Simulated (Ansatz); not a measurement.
ClH4Si (charge −1)

```xyz
6

Cl   -0.2018    0.8254   -2.3972
Si    0.0293   -0.1200    0.3487
H     0.9350    1.0460    0.3766
H     0.1509   -0.6175    1.7945
H     0.5030   -1.3043   -0.3955
H    -1.4165    0.1705    0.2730
```

At this geometry the atoms fall into two loosely joined parts.

All numbers below come from RHF/def2-SVP (Ansatz 0.2.0).

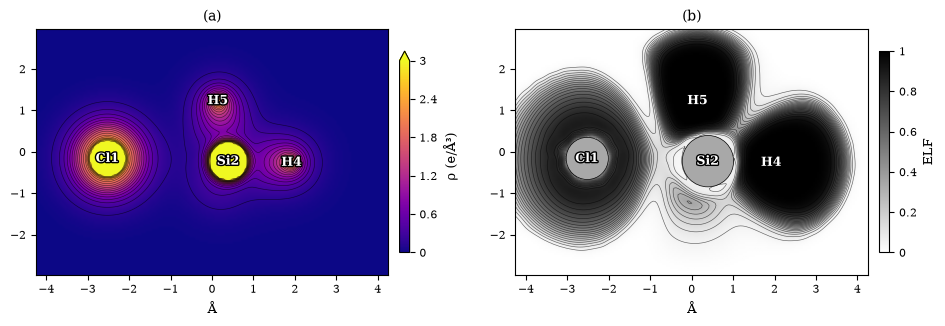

Figure 1. (a) electron density; (b) ELF on the plane of atoms H4, Si2 and H5. Grey discs cover the atomic cores in the ELF map.

**What does the map show?**

- The plane passes through Cl, Si and H nuclei.
- Si2···Cl1 (2.91 Å): the density falls to about 0.13 e/Å³ on the way; the ELF peaks at about 0.90 in the valence shell of Cl, 0.9 Å from its nucleus, and is about 0.35 at the midpoint.
- Cl1···H5 (3.01 Å): the density falls to about 0.09 e/Å³ on the way; the ELF dips to about 0.05 between them: a weak contact between the two molecules.
- Si–H (1.48 Å): ρ at the midpoint is about 0.77 e/Å³; the ELF climbs to about 1 towards the hydrogen, as it does in any bond to H.

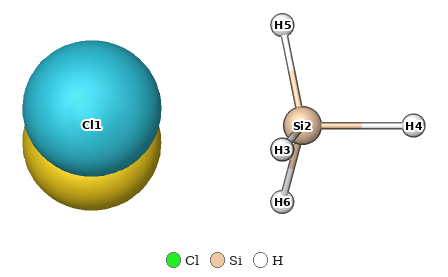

Figure 2. The HOMO−1 at ±0.2 Å⁻³ᐟ² (yellow and cyan are the two phases), seen from one side.

**Where does this orbital lie, and at what energy?**

By Hirshfeld shares it lies mainly on Cl1 (about 95 %); largely a lone pair of Cl1. It is one of a degenerate set, so its orientation is arbitrary. Its energy is −3.85 eV.

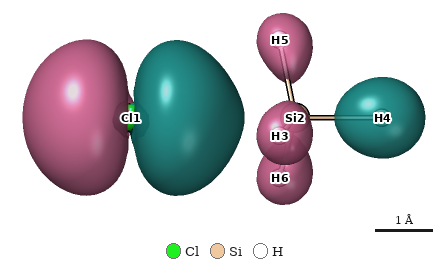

Figure 3. The HOMO at ±0.08 Å⁻³ᐟ² (teal and pink are the two phases), seen from one side.

**Where does this orbital lie, and at what energy?**

By Hirshfeld shares it lies mainly on Cl1 (about 85 %); largely a lone pair of Cl1. Its energy is −3.79 eV.
